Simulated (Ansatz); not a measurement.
**F$_{3}$H$_{3}$NTa···HF: density, localisation and related maps**

```yaml
atoms:
  - { symbol: Ta, position_ang: [-0.6258, -0.4541, 0.1299] }
  - { symbol: F, position_ang: [2.2542, 0.7072, 0.5015] }
  - { symbol: F, position_ang: [-0.6175, -0.3752, 2.0144] }
  - { symbol: F, position_ang: [-0.2167, -0.5594, -1.7089] }
  - { symbol: N, position_ang: [-0.6942, 1.5004, 0.0332] }
  - { symbol: H, position_ang: [-0.6117, 2.0996, 0.8539] }
  - { symbol: H, position_ang: [-0.5824, 2.0284, -0.8312] }
  - { symbol: F, position_ang: [-2.2370, -1.3965, -0.0204] }
  - { symbol: H, position_ang: [0.8932, -1.3918, 0.3498] }
  - { symbol: H, position_ang: [2.3231, -0.2186, 0.5142] }
```

Core potentials replace the inner electrons of Ta.

The calculation used Ansatz, RKS r2SCAN-D4/def2-SVP.

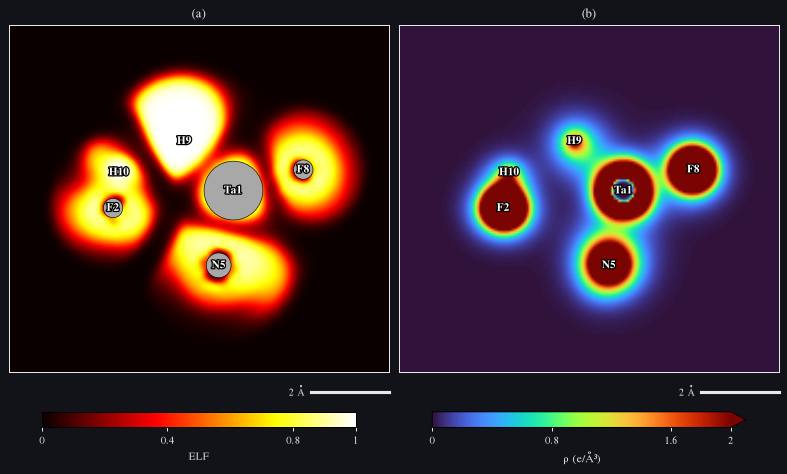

Figure 1. (a) electron localisation function; (b) electron density on the plane of atoms F8, Ta1 and H9. Grey discs cover the atomic cores in the ELF map.

Interpret the plot.

Atoms in the plane: Ta, F, N and H. H9···H10 (1.86 Å): the density falls to about 0.12 e/Å³ on the way; the ELF dips to about 0.10 between them. Ta–F (1.87 Å): ρ is about 1 e/Å³ halfway; the ELF peaks at about 0.85 in the valence shell of F, 0.5 Å from its nucleus, and drops to about 0.25 between the two atoms. Ta–N (1.96 Å): ρ is about 1 e/Å³ halfway; the ELF peaks at about 0.85 in the valence shell of N, 0.7 Å from its nucleus, and is about 0.35 at the midpoint. F–H (0.93 Å): the density is about 4.6 e/Å³ at the midpoint; the ELF climbs to about 1 towards the hydrogen, as it does in any bond to H (a covalent bond by its length). Ta–H (1.80 Å): ρ is about 1.1 e/Å³ halfway; the ELF climbs to about 1 towards the hydrogen. The ELF also peaks beside F2, away from the bonds: lone-pair regions.

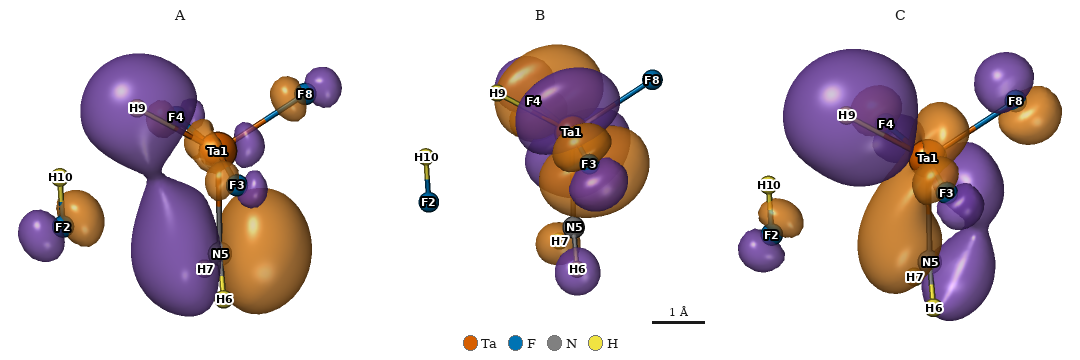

Figure 2. Three frontier orbitals at ±0.1 Å⁻³ᐟ² (orange and purple are the two phases), in no order.

Order the three orbitals by energy and name them.

C is the HOMO−1 (−8.54 eV). It lies mainly on Ta1 (about 35 %), H9 (about 30 %), N5 (about 15 %) and F8 (about 10 %). A is the HOMO (−7.23 eV). Its weight (Hirshfeld) is mainly on N5 (about 55 %), Ta1 (about 15 %) and H9 (about 15 %). B is the LUMO (−3.10 eV). Its weight (Hirshfeld) is mainly on Ta1 (about 70 %), F3 (about 10 %) and F4 (about 10 %).

What is the HOMO–LUMO gap?

4.13 eV between the orbital energies.
